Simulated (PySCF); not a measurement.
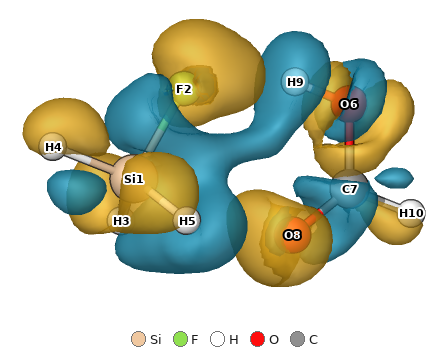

*CH$_{5}$FO$_{2}$Si, SMILES `[SiH3]F.OC=O`. Density of the complex less the densities of the two fragments at the same geometry, ±0.004 e/Å³ (yellow: gain, teal: loss). Fragment A: SiH3F (atoms 1–5); fragment B: H2CO2.*

Level of theory: PBE/6-311+G** (PySCF), at a geometry from GFN2-xTB.

### How is the density rearranged on binding?

Hirshfeld charges show almost no net transfer (under 0.005 e). By Hirshfeld charges, electrons gather most on O8 (−0.017 e) and leave Si1 most (+0.015 e); 0.13 e is displaced in all, which induces a dipole of 0.18 D.

### What is the interaction energy, and which contacts carry it?

The counterpoise-corrected interaction energy of the frozen fragments is −6.1 kcal/mol without dispersion correction and −7.7 kcal/mol with D3(BJ). The pair geometry is semi-empirical, not a minimum at this level. Contacts: F2···H9, hydrogen bond, 1.88 Å, ρ = 0.025 a.u.; Si1···O8, 2.82 Å, ρ = 0.015 a.u., a bond path close to vanishing (ellipticity 2.0). The pose is a local one from a semi-empirical search, not shown to be the most stable.
